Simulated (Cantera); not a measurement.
Input: 1 mol CH3Cl, 1.9 mol H2, held at 600 K.

Cantera equilibrium calculation (NASA polynomials, part measured and part estimated; ideal gas, pure solids and liquids). Candidate condensed phases: C, C6H6, C7H8, C8H18; 91 gas species. Equilibrium is a limit: real reactors are often held back by kinetics, nucleation or transport.

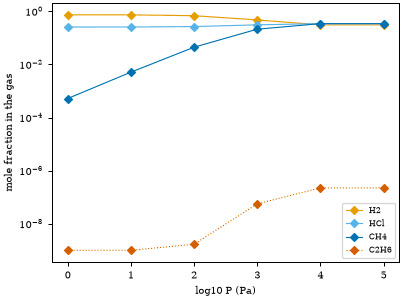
Figure: Equilibrium gas composition (values under 1e-9 drawn at 1e-9)

From 1.00 Pa to 10.0 mbar the condensed part is C(graphite). From 0.100 bar to 1.00 bar nothing is condensed. The main C-bearing gas is CH4 throughout.
